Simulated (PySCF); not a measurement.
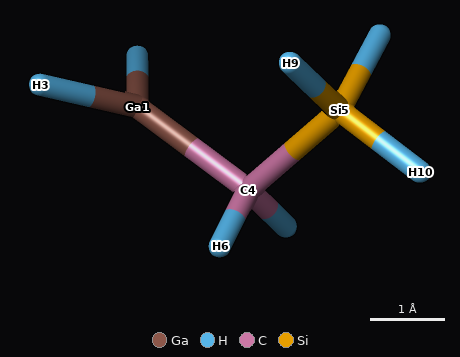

This is the input geometry for a relaxation of CH7GaSi. The picture is a stick view, seen at a tilt.

The start comes from GFN2-xTB.

Method: PBE0-D3(BJ)/def2-SVP geometry optimisation, gas phase in PySCF.

```xyz
10

Ga    0.8547    1.4283   -0.6614
H     2.4319    1.5454   -0.5750
H     0.1545    2.8496   -0.6553
C    -0.1464   -0.3191   -0.7652
Si   -0.5886   -0.9411    0.9814
H    -1.0654   -0.1922   -1.3478
H     0.4640   -1.0727   -1.2745
H     0.6454   -1.1384    1.7576
H    -1.4366    0.0548    1.6543
H    -1.3134   -2.2145    0.8861
```

Question: Predict the outcome.

Answer: The largest move after the best rigid fit is that of H2, 0.11 Å. Largest moves by element: H 0.11 Å, C 0.06 Å, Si 0.04 Å, Ga 0.02 Å. Some distances before and after: Ga1–C4 2.017 → 1.969 Å, C4–Si5 1.906 → 1.878 Å, Si5–H10 1.468 → 1.497 Å, Ga1–H2 1.584 → 1.573 Å. Among the angles between lasting bonds that change: H2–Ga1–H3 111.9° → 120.6°, H2–Ga1–C4 124.1° → 119.7°, Ga1–C4–Si5 110.5° → 113.1°. After 4 geometry steps the energy has fallen by 8.68 kJ/mol. Largest force component: 1.1 eV/Å at the start, 0.019 eV/Å at the end. The run took about 17 core-seconds on a shared host.

Step by step:

```
step  E − E(0), kJ/mol  largest force component, eV/Å
   0              0.00                         1.0955
   1             -8.06                         0.2548
   2             -8.60                         0.0514
   3             -8.66                         0.0227
   4             -8.68                         0.0192
```

Final geometry:

```xyz
10

Ga    0.8605    1.4402   -0.6750
H     2.4307    1.4355   -0.5904
H     0.0625    2.7952   -0.6789
C    -0.1170   -0.2670   -0.7493
Si   -0.5782   -0.9259    0.9475
H    -1.0478   -0.1337   -1.3256
H     0.5043   -1.0273   -1.2511
H     0.6482   -1.1464    1.7780
H    -1.4450    0.0535    1.6768
H    -1.3183   -2.2242    0.8682
```

The end point in the same view:

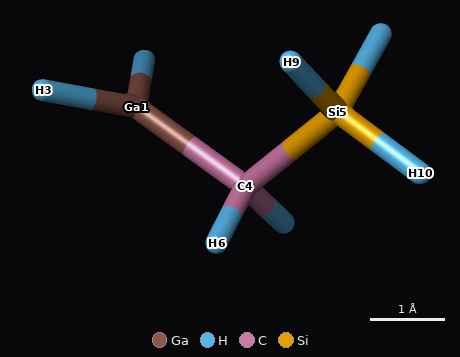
